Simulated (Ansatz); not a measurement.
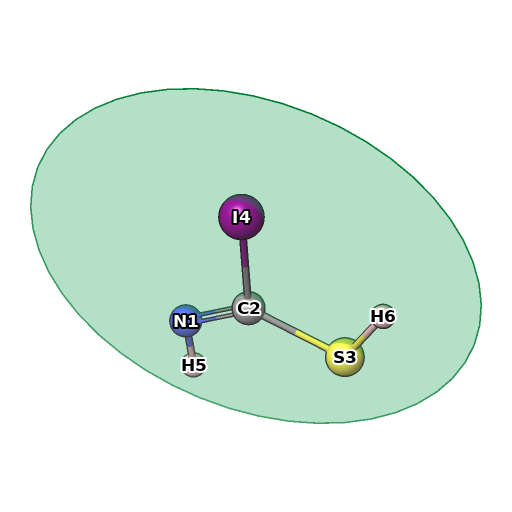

A disc through the centre of mass is drawn in. Depth is shown by fading: the farther an atom, the more it takes the colour of the background. Computed geometry: PBE-D4/def2-SVP optimisation. No frequency run is at hand to confirm it as a minimum.

Question: Is the plane of the disc a mirror plane of the structure?

Answer: Yes. The reflection leaves N1, C2, S3, I4, H5, H6 in place. The point group is Cs.
